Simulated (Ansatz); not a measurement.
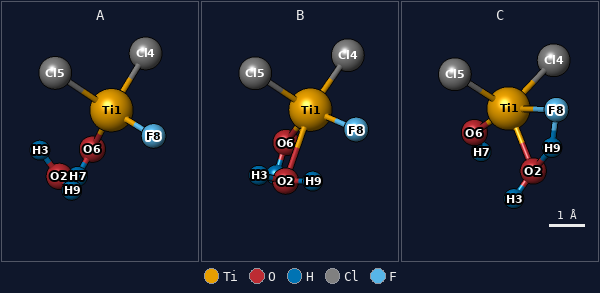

3 geometries from a converged minimum-energy path of TiH3O2Cl2F, shuffled. The picture is a ball-and-stick view, seen from a free direction.

Method: Ansatz, RKS PBE-D4/def2-SVP. Run with 5 movable images; climbing image; force threshold 0.05 eV/Å; iteration limit 60; starting path through a guess of the saddle point.

> Which frame is the top of the path?

C. In order along the path, whose images run from 0 to 6: C (image 2, +0.14 eV), B (image 4, −0.62 eV), A (image 5, −0.64 eV). Breaking: F8–H9 (0.97 → 1.12 at the top → 2.34 Å), Ti1–O2 (1.85 → 1.98 at the top → 3.23 Å). Forming: O2–H9 (1.63 → 1.25 at the top → 0.98 Å).

The run took 3 min on 4 threads of Intel(R) Xeon(R) Platinum 8259CL CPU @ 2.50GHz (Skylake/Cascade Lake), on a shared host, peak memory 0.25 GiB.
